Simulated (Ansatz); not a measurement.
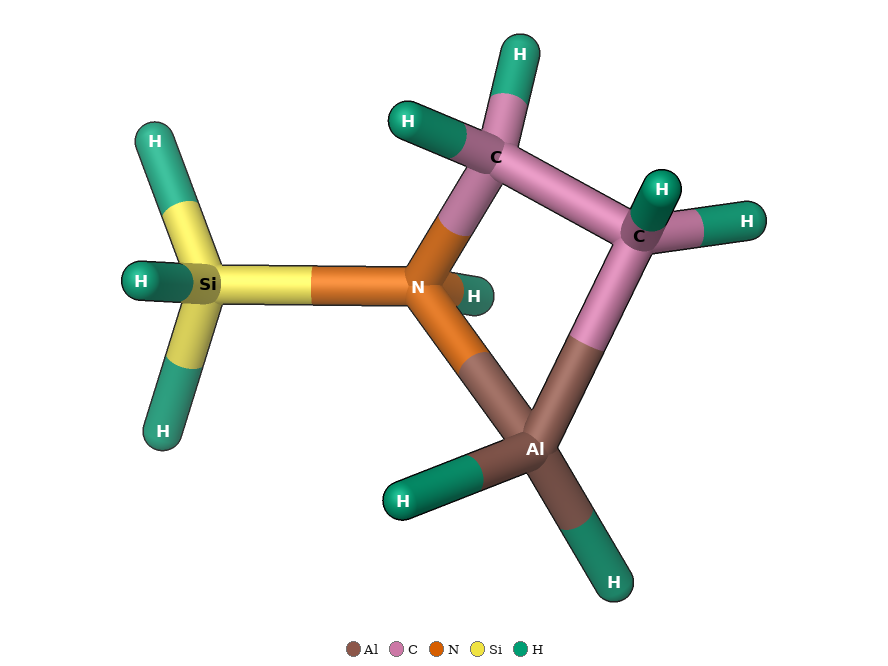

Stick drawing of a structure.

The computed structure is the end point of a PBE0-D4/def2-TZVP optimisation.

Question: Which formula does it have?

Answer: C₂H₁₀AlNSi, 15 atoms: 2 carbon, 10 hydrogen, 1 aluminium, 1 nitrogen and 1 silicon.

Question: Count the bonded pairs by element.

Answer: 4 C–H, 3 Si–H, 2 Al–H, 1 C–Al, 1 C–C, 1 N–Si, 1 Al–N, 1 C–N, 1 N–H. Sticks follow a distance rule.

Question: Give the symmetry (Schoenflies symbol).

Answer: C1.

More results for the same structure follow; atom numbers are the same in all pictures, views and colours differ.

**Geometry**

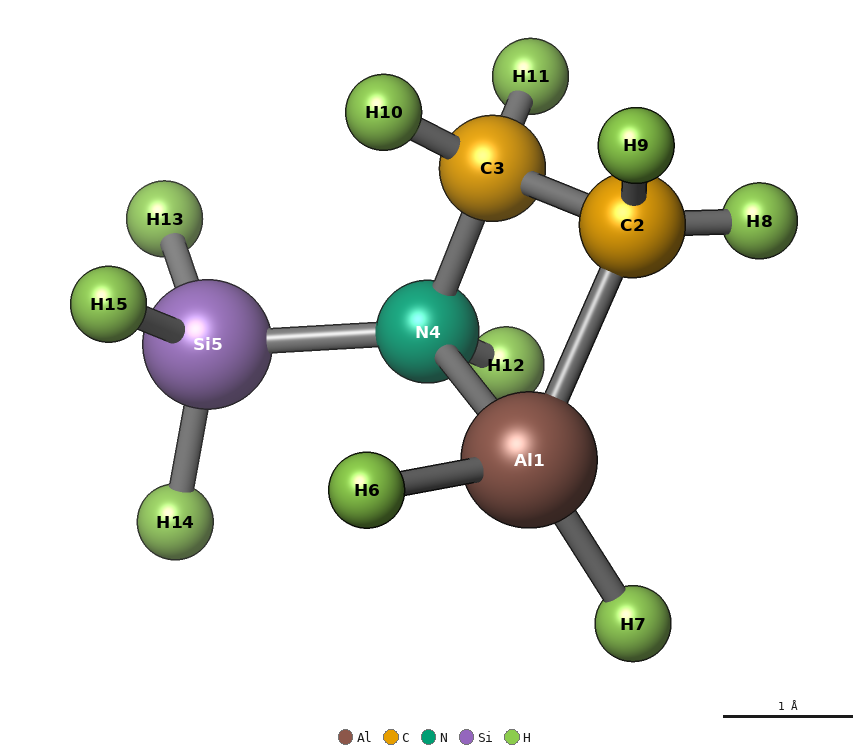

Numbered structure.

Question: Describe the coordination of atom 3.

Answer: C3 has 4 neighbours (C2 at 1.52, N4 at 1.51, H10 at 1.09, H11 at 1.10 Å); the arrangement is tetrahedral.

Question: What is the geometry at Si5?

Answer: Si5 has 4 neighbours (N4 at 1.77, H13 at 1.49, H14 at 1.48, H15 at 1.48 Å); the arrangement is tetrahedral.

Question: Which bond is the longest?

Answer: Al1–N4, 2.091 Å.

Question: What is the dihedral angle N4–Al1–C2–C3?

Answer: 16° in size, that is syn (eclipsed).

**Vibrations**

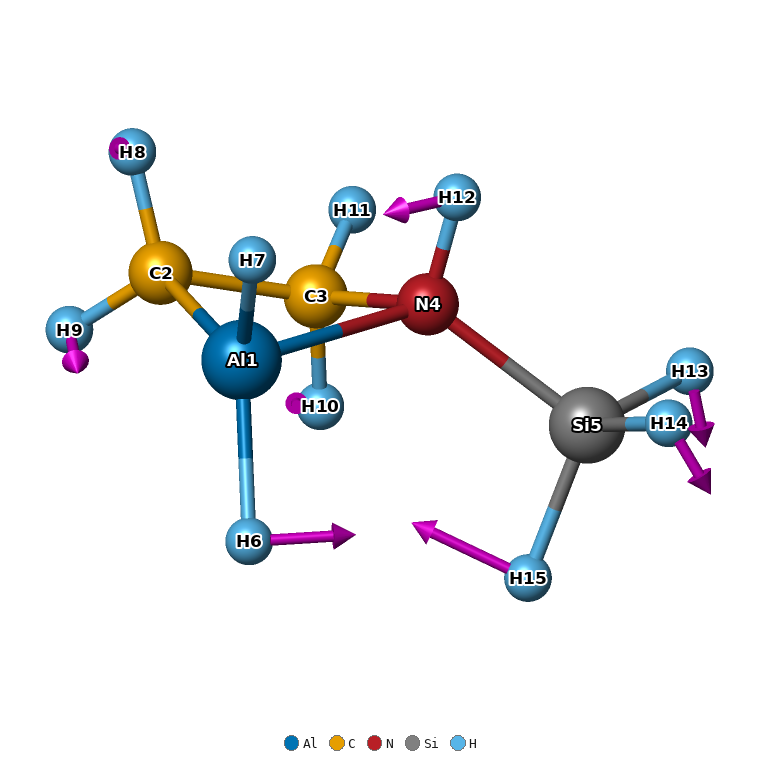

The arrows show one normal mode. Harmonic vibrations computed with RKS PBE0-D4/def2-TZVP (Ansatz 0.2.0) at a stationary point of the same level.

Question: What kind of motion is it?

Answer: Mostly angle bending.

Question: At what wavenumber does it lie?

Answer: 695 cm⁻¹; it is mode 12 of 39 counted from the lowest.

**Dipole moment**

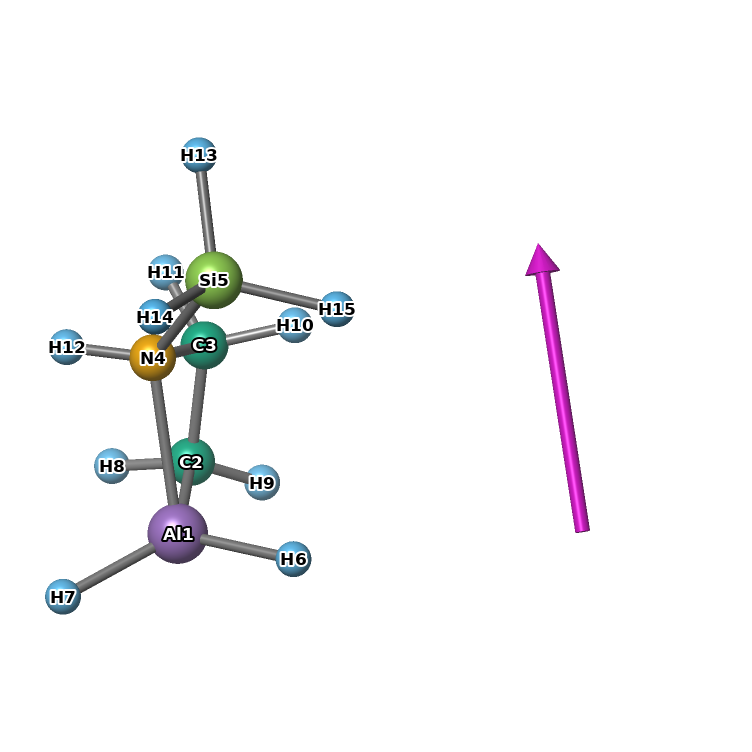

The arrow beside the molecule shows the direction of the dipole moment, from the negative to the positive end (its length means nothing). Method: RKS PBE0-D4/def2-TZVP (Ansatz 0.2.0).

Question: Estimate the dipole moment.

Answer: 3.68 D; it points from the side of H6, H7 to the side of H13 (the outermost atoms at the two ends).

**Charges**

The questions are on Mulliken charges. Properties computed with RKS B3LYP-D4/def2-TZVPP (Ansatz 0.2.0).

Give the Mulliken charges atom by atom.

| atom | value (e) |
| --- | --- |
| Al1 | 0.35 |
| C2 | −0.36 |
| C3 | −0.09 |
| N4 | −0.15 |
| Si5 | 0.30 |
| H6 | −0.19 |
| H7 | −0.18 |
| H8 | 0.07 |
| H9 | 0.06 |
| H10 | 0.10 |
| H11 | 0.10 |
| H12 | 0.13 |
| H13 | −0.05 |
| H14 | −0.04 |
| H15 | −0.03 |

Mulliken values depend strongly on the basis set and can even reverse the polarity of a bond.
